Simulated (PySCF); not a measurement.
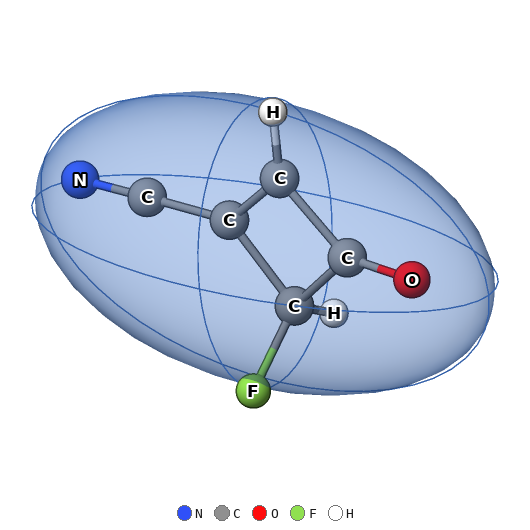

The ellipsoid shows the static dipole polarisability: its half-axes are proportional to the principal values. The geometry was computed by an optimisation with GFN2-xTB. No frequency run is at hand to confirm it as a minimum. Computed with PBE0/def2-SVPD (PySCF 2.14.0).

### How large and how anisotropic is the polarisability?

Principal values 41.0, 56.5, 101.1 bohr³; mean 66.2 bohr³ (9.81 Å³); anisotropy 54.1 bohr³, so the longest axis is 2.47 times the shortest.
